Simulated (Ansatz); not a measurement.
# C2H6BNS: one species, many methods

Aim: compute C2H6BNS with functionals from several rungs and with coupled cluster, and see how far each lands from CCSD(T) at the basis-set limit for the atomisation energy.

Method: functionals in def2-TZVPP, the program's frozen cores in correlated methods; program: Ansatz 0.2.0, Gaussian basis.

The runs, in order: PBE-D4, r2SCAN-D4, PBE0-D4, B3LYP-D4, ωB97X-V, ωB97M-V, B2PLYP; CCSD(T)/def2-TZVPP; MP2/def2-QZVPP; extrapolation to the limit.

**1. Structure used throughout**

An earlier PBE0-D4 in a triple-zeta def2 set relaxation fixed the geometry.

11 atoms, charge 0, spin multiplicity 1.

Atoms are counted from 1 here; the program's logs count them from 0.

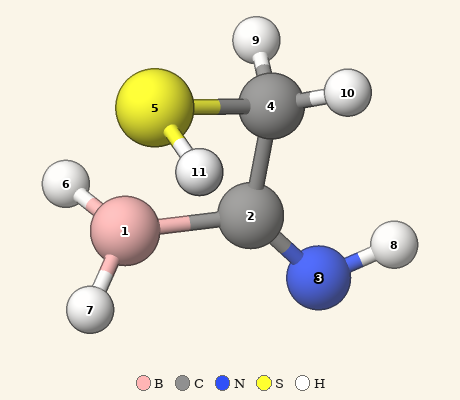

The structure; boron pink, carbon grey, nitrogen blue, sulfur yellow, hydrogen white; atoms are numbered from 1 in the order of the file.

**2. PBE-D4 (GGA)**

in.yaml reads:

```yaml
crystal:
  periodic: [false, false, false]
  atoms:
    - {symbol: B, position_ang: [-1.397844, 0.001979, 0.100917]}
    - {symbol: C, position_ang: [0.057739, -0.227697, 0.719420]}
    - {symbol: N, position_ang: [0.457921, -0.262199, 1.917505]}
    - {symbol: C, position_ang: [0.905557, -0.301188, -0.540224]}
    - {symbol: S, position_ang: [-0.280150, 0.576438, -1.627858]}
    - {symbol: H, position_ang: [-1.935538, -0.997147, -0.305837]}
    - {symbol: H, position_ang: [-2.107276, 0.902447, 0.448498]}
    - {symbol: H, position_ang: [1.470860, -0.396174, 1.978754]}
    - {symbol: H, position_ang: [0.965450, -1.318751, -0.934041]}
    - {symbol: H, position_ang: [1.899140, 0.149693, -0.529126]}
    - {symbol: H, position_ang: [0.029442, 1.815597, -1.207509]}
basis:
  gaussian: {orbitals: def2-TZVPP}
hamiltonian: {xc: pbe, dispersion: d4}
output: {forces: true, orbitals: {seedname: orbitals}}
```

Started as:

```
ansatz run in.yaml --threads 4 --pin off --events-out ev --progress --plain --max-ram 10444MiB
```

The runs that follow: r2SCAN-D4 (meta-GGA); PBE0-D4 (hybrid); B3LYP-D4 (hybrid); ωB97X-V (range-separated); ωB97M-V (range-separated); B2PLYP (double hybrid); CCSD(T) in def2-TZVPP; MP2 in def2-QZVPP.

Q: Predict the results of all the runs planned. Wanted: atomisation energy, CCSD(T)/CBS; farthest; mean size of error, hybrid; mean size of error, range-separated; gap, smallest and largest; T1 diagnostic; triples share of the correlation energy.

The runs gave:

```
                               quantity                                 value
        atomisation energy, CCSD(T)/CBS                        965.4 kcal/mol
functionals within 4.8 kcal/mol (0.5 %)  none; nearest B2PLYP (-6.2 kcal/mol)
                               farthest               PBE-D4 (+37.0 kcal/mol)
             mean size of error, hybrid                         11.1 kcal/mol
    mean size of error, range-separated                          9.1 kcal/mol
              gap, smallest and largest  4.01 eV (PBE-D4), 10.96 eV (ωB97X-V)
                          T1 diagnostic                                0.0132
triples share of the correlation energy                                 4.5 %
```

In words: PBE-D4 misses by +37.0 kcal/mol. Double hybrids carry the basis error of their MP2 part in triple zeta, and no dispersion term here, so their miss is partly the set-up's. The reference freezes the cores and leaves out relativity and excitations past (T), so misses under about 4.8 kcal/mol can't be ranked. Hartree-Fock recovers 71 % of the binding; the rest is correlation. The gap grows from 4.0 to 11.0 eV across the functionals, mostly with the share of exact exchange.
